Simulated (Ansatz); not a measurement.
# How many bands does the GW gap of As (buckled honeycomb monolayer) need?, part 2 of 2

How do accuracy and time trade against each other in G0W0 on As (buckled honeycomb monolayer)?

Ansatz 0.2.0; G0W0 on PBEsol, plane waves, PAW; PAW set soft_1. Known limits of the many-body steps: not at the basis limit; coarse mesh for a sheet; no spin-orbit coupling.

So far. Step 5 (1007 empty bands, screening to 135 eV): Against the run with 6×6×1 mesh, 548 empty bands, screening to 90 eV, PAW set soft_1 files, the gap moves by +0.05 eV. Step 6 (Changing the k mesh: 3×3×1 mesh, 254 empty bands …): Against the run with 6×6×1 mesh, 254 empty bands, screening to 54 eV, PAW set soft_1 files, the gap moves by −0.40 eV, while the start moved by −0.05 eV.

**7. Changing the k mesh: 9×9×1 mesh, 254 empty bands, screening to 54 eV, PAW set soft_1 files**

File input.yaml:

```yaml
crystal:
  lattice:
    - [3.5443329079, 0.0, 0.0]
    - [-1.7721664539, 3.0694823377, 0.0]
    - [0.0, 0.0, 26.0]
  atoms:
    - { symbol: As, position: [0.3333333333, 0.6666666667, 0.4732851741] }
    - { symbol: As, position: [0.6666666667, 0.3333333333, 0.5267148259] }
  periodic: [true, true, false]
kpoints:
  mp_grid: { grid: [9, 9, 1] }
hamiltonian:
  xc: pbesol
  pseudopotentials: { kind: paw, azcp: { folder: soft_1 }, xc_functional: pbe }
scf:
  occupations: { method: fixed }
gw:
  n_empty_bands: 254
  ecut_chi: 54.0
  qp_bands: [v2, c2]
  qp_kpoints: band_edges
  screening: { model: contour_deformation }
```

On the command line:

```bash
ansatz run input.yaml --threads 4 --pin off --max-ram 17510MiB --backend cpu --events-out ev --progress --plain --runs-dir out
```

Numbers of over 12 decimals in the logs are rounded to 6 here.

What it wrote:

```text
[...]
Crystal: 2 atoms, lattice volume = 282.861 Å³
Basis set: ecut = 420 eV, 5469 PW (Γ)
Bands: 19, of which v1, the nominal top of the filled ones, is band 15 counted from 1 (14 counted from 0)
Symmetry: 12 space group operations
[...]
k-points: 12 of 81
[...]
1    17     -1.6396    -9.3663    -3.5333   -13.6977  0.7304    -0.8189    -0.8415  root
[...]
11    14     -7.4632   -15.8673     2.0276   -13.4113  0.6978    -7.9011    -7.8916  root
    11    15     -7.4632   -15.8673     2.0276   -13.4113  0.6978    -7.9011    -7.8916  root
    11    16     -3.5173    -7.5757    -3.0943   -11.2772  0.7456    -2.8999    -2.9101  root
    11    17     -0.7442    -7.6825    -3.9773   -12.3271  0.7042    -0.0669    -0.0769  root
[key lines of the parts left out:]
SCF converged after 7 iterations
Free energy (F): -9625.858381 eV
Fermi energy:    -5.301073 eV
```

Wall time 2.3 min (4 threads of Arm Neoverse V1, shared host); peak memory 1.3 GiB.

Numbers from this step:

```
bands summed                                 : 269
plane waves in the screening matrix          : 259
G0W0 gap on the mesh                         : 2.329 eV
k of the valence top                         : 0, 0, 0
k of the conduction bottom                   : 0, 0.3333, 0
starting gap on the mesh                     : 1.484 eV
least direct G0W0 gap on the computed points : 3.204 eV
```

Against the run with 3×3×1 mesh, 254 empty bands, screening to 54 eV, PAW set soft_1 files, the gap moves by +0.48 eV, while the start moved by +0.05 eV.

**8. The runs together**

Times are wall times on 4 threads of Arm Neoverse V1, shared host, good to a factor of about two.

| mesh | files | frequency | bands summed | cutoff (eV) | start (eV) | G0W0 (eV) | time | host memory (GiB) |
| --- | --- | --- | --- | --- | --- | --- | --- | --- |
| 6×6×1 | PAW set soft_1 | contour deformation | 105 | 27 | 1.480 | 2.088 | 13 s | 0.61 |
| 6×6×1 | PAW set soft_1 | contour deformation | 269 | 54 | 1.480 | 2.247 | 45 s | 1.3 |
| 6×6×1 | PAW set soft_1 | contour deformation | 563 | 90 | 1.480 | 2.397 | 3.6 min | 3.1 |
| 6×6×1 | PAW set soft_1 | contour deformation | 1022 | 135 | 1.480 | 2.451 | 17 min | 7.2 |
| 3×3×1 | PAW set soft_1 | contour deformation | 269 | 54 | 1.434 | 1.848 | 10 s | 1.0 |
| 9×9×1 | PAW set soft_1 | contour deformation | 269 | 54 | 1.484 | 2.329 | 2.3 min | 1.3 |

The parts of the quasiparticle energy at the two band edges (eV; QP = start + Σx + Σc − Vxc):

| run | edge | start | Σx | Σc | Vxc | Z | QP |
| --- | --- | --- | --- | --- | --- | --- | --- |
| 105 bands | valence top | -5.28 | -16.46 | 1.42 | -15.22 | 0.74 | -5.10 |
| 105 bands | conduction bottom | -3.80 | -8.30 | -2.81 | -11.91 | 0.75 | -3.01 |
| 269 bands | valence top | -5.28 | -16.46 | 1.04 | -15.22 | 0.74 | -5.48 |
| 269 bands | conduction bottom | -3.80 | -8.30 | -3.03 | -11.91 | 0.74 | -3.23 |
| 563 bands | valence top | -5.28 | -16.46 | 0.74 | -15.22 | 0.73 | -5.78 |
| 563 bands | conduction bottom | -3.80 | -8.30 | -3.19 | -11.91 | 0.74 | -3.39 |
| 1022 bands | valence top | -5.28 | -16.46 | 0.59 | -15.22 | 0.73 | -5.93 |
| 1022 bands | conduction bottom | -3.80 | -8.30 | -3.28 | -11.91 | 0.74 | -3.48 |

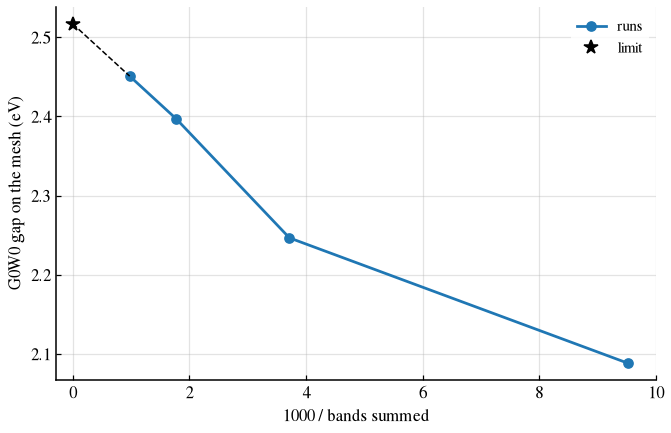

The gap against one over the number of bands; the dashed line carries the two highest rungs to the limit.

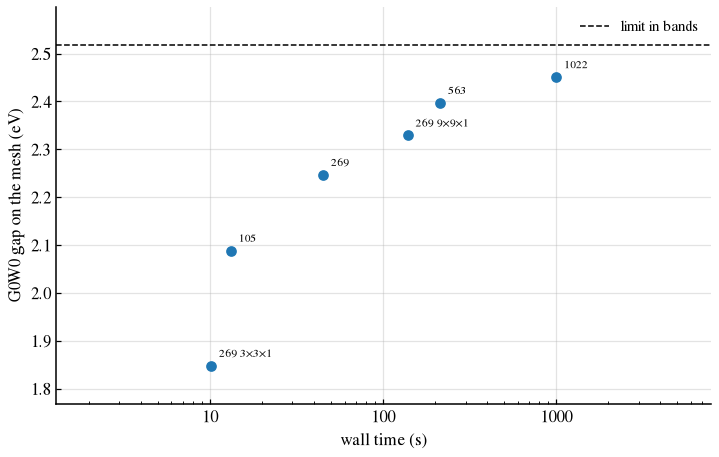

Result against wall time.

**9. What came out**

* 105 bands, 27 eV: 2.088 eV
* 269 bands, 54 eV: 2.247 eV
* 563 bands, 90 eV: 2.397 eV
* 1022 bands, 135 eV: 2.451 eV
* estimated limit in bands and cutoff: 2.52 eV
* mesh and start: 6×6×1, PBEsol

**Reading.** A line in one over the bands through the two highest rungs gives 2.52 eV, +0.07 eV from the top rung; the pair below gives 2.53 eV, in fair agreement. The rungs stand 0.43 eV (105 bands), 0.27 eV (269 bands), 0.12 eV (563 bands) and 0.07 eV (1022 bands) from it. From 105 to 1022 bands the gap moves by +0.36 eV while the time grows 76-fold. Σc changes by −0.83 eV at the valence top and −0.47 eV at the conduction bottom, so both edges matter. On the 3×3×1 mesh in place of 6×6×1 the gap differs by −0.40 eV, of which −0.05 eV is already in the start. On the 9×9×1 mesh in place of 6×6×1 the gap differs by +0.08 eV, of which +0.004 eV is already in the start. The cheapest rung within 0.1 eV of this estimate is that with 1022 bands (17 min). The mesh in the plane is coarse for a sheet; gap and any exciton binding can still move on denser ones. The many-body steps are scalar-relativistic: spin-orbit coupling is not in them.

[Paths, hosts, dates, memory and timing lines, banners, echoed tables and standing remarks are left out of the program output.]

[Logs are printed without paths, hosts, clocks, repeated set-up lines and the standing remarks that a program may print on its own settings, such as how far it seeks lower states.]

[Runs of the session that timed out or met a known fault of the program may be left out.]

[Cells called generated may have been cut or substituted from an entry of the Crystallography Open Database or the Materials Project.]

[Hosts, paths, dates, database ids (printed as entryN), source tags and the programs' standing remarks are cut or masked in the printed files.]
